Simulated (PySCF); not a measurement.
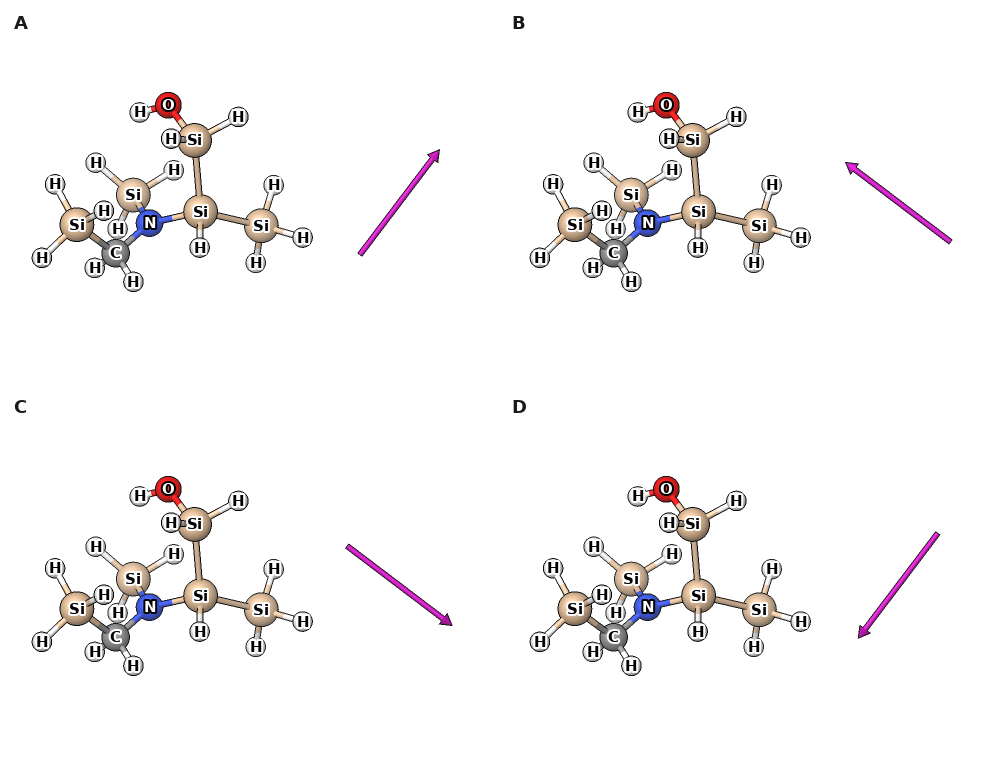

The same molecule four times, each with an arrow. Computed geometry: GFN2-xTB optimisation. No frequency run is at hand to confirm it as a minimum. Method: PBE0/pcSseg-1, gas phase (PySCF 2.14.0).

**Which arrow points along the dipole moment, from the negative to the positive end?**

D. The dipole moment is 2.17 D.

The geometry is semi-empirical. Around Si such bond lengths and angles can be off by a tenth of an ångström or more and by several degrees, and values that hang on the shape move with them.
